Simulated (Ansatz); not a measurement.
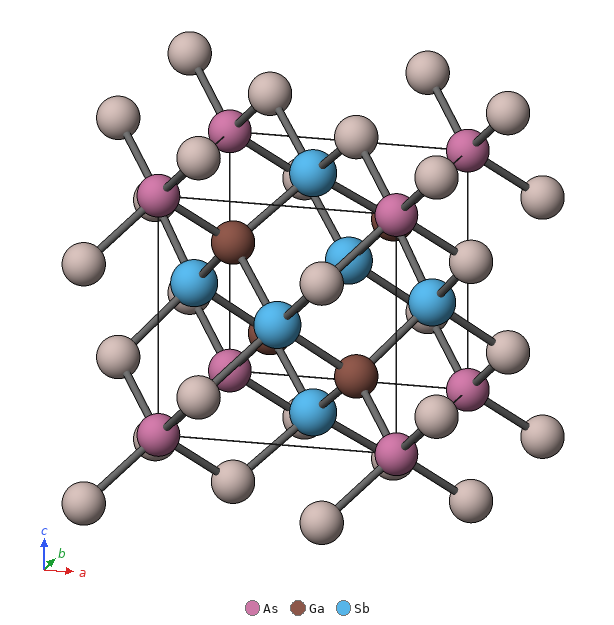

View slightly off an axis, drawn as a ball-and-stick model. The wireframe shows the conventional unit cell. The first bonded neighbours in the surrounding cells are also shown, in fainter colours.

Ga$_{4}$Sb$_{3}$As, space group P-43m (No. 215), a = 6.019 Å, b = 6.019 Å, c = 6.019 Å, α = 90.00°, β = 90.00°, γ = 90.00°. Its origin is a structure type filled with these elements by a generator (whether the compound takes this form wasn't checked). Earlier steps of the study may have refined or changed the cell and positions. It was run through Ansatz as a DFT input.

This one geometry was computed with Ansatz (DFT, plane waves, PAW) at four levels of theory: PBE, PBE with spin-orbit coupling, r2SCAN and HSE06. It was relaxed beforehand with r2SCAN.

Question: Which level gives the highest pressure at this volume, and what does that say about its equilibrium volume?

Answer: Highest: PBE (2.2 GPa) and PBE with spin-orbit coupling (2.2 GPa), which points to the largest equilibrium volume. Lowest, with the smallest volume: r2SCAN (0.0 GPa) and HSE06 (0.2 GPa). Levels within 0.5 GPa of each other can't be told apart.

Question: How does the band gap change with the level of theory?

Answer: PBE: a metal; PBE with spin-orbit coupling: a metal; r2SCAN: a gap of 0.13 eV, indirect; HSE06: a gap of 0.45 eV, indirect.

Question: Collect the results in a table.

Answer:
| level | cutoff (eV) | k-mesh of the run's cell | gap (eV) | pressure (GPa) |
| --- | --- | --- | --- | --- |
| PBE | 420 | 4×4×4 | metal | 2.2 |
| PBE with spin-orbit coupling | 420 | 4×4×4 | metal | 2.2 |
| r2SCAN | 500 | 4×4×4 | 0.13 | 0.0 |
| HSE06 | 420 | 4×4×4 | 0.45 | 0.2 |

Gaps are taken on the k-mesh or band path of each run.
